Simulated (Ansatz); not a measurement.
The reference is SiC (space group P6_3mc, No. 186; a = 3.078 Å, c = 10.076 Å).

It is then changed as follows: a negative pressure, −2 GPa.

Computed with Kohn–Sham DFT with the PBEsol functional, run in Ansatz (a first-principles code) with PAW and 420 eV plane waves, no SOC, earlier PAW set.

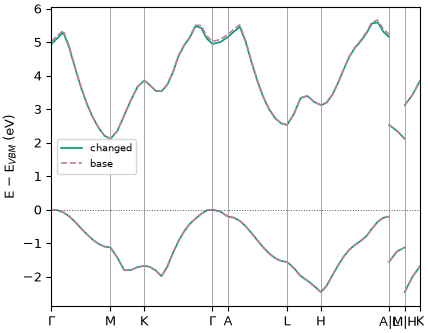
Highest valence and lowest conduction band along the path, each from its own valence-band maximum

The gap is 2.12 eV, indirect, Γ → M; the base has 2.12 eV.

Load acts through the strain it causes; cell and atoms are relaxed under it. Stability against distortions was not tested.
